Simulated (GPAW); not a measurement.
The Mg K edge of atom 1 in NaMgF3 (Pm-3m), with 6 F at 1.98 Å (octahedral, site symmetry m-3m), was computed in 3 ways: full core hole (charged cell), half core hole and no core hole. Program and functional: GPAW, LDA, Gaussian full width 0.9 eV up to 4 eV, rising linearly to 3.5 eV at 25 eV; cells of 5 and 20 atoms (the run without a hole in the smaller).

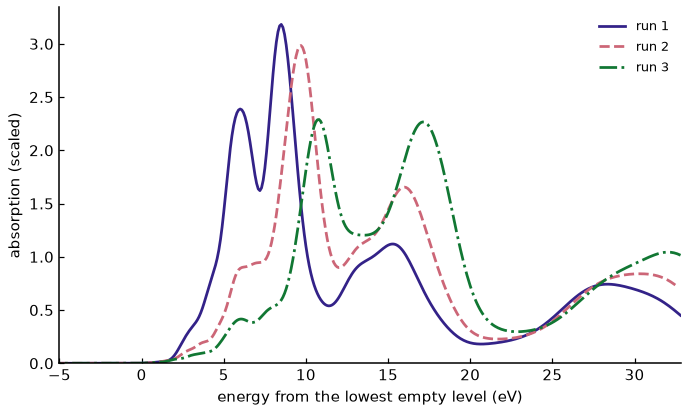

Each run is counted from its own lowest empty level or Fermi level and scaled to a mean of 1 over its first 20 eV.

Q: Which run is which?

Run 1: full core hole (charged cell) (area from −2 to 6 eV 3.7, main maxima 6.0 eV (2.39), 8.5 eV (3.18) and 15.3 eV (1.12)). Run 2: half core hole (area from −2 to 6 eV 1.3, main maxima 9.7 eV (2.98) and 16.0 eV (1.65)). Run 3: no core hole (area from −2 to 6 eV 0.7, main maxima 10.8 eV (2.29) and 17.1 eV (2.27)). With each curve scaled to its own mean, the area from −2 to 6 eV with the hole is 3.7 against 0.7, and the centre of weight from −1 to 20 eV moves by -3.9 eV: the hole pulls the absorber's empty states down.

[Hosts, paths, dates, database ids (printed as entryN), source tags and the programs' standing remarks are cut or masked in the printed files.]

[Lists of maxima count a maximum above −3 eV only where it reaches 4 % of the highest in the window and stands out from its surroundings by 2 % of it (1.5 % where it reaches 55 %); shoulders and weaker maxima are passed over, and of the rest the first, up to two pre-edge ones and the few strongest are named.]
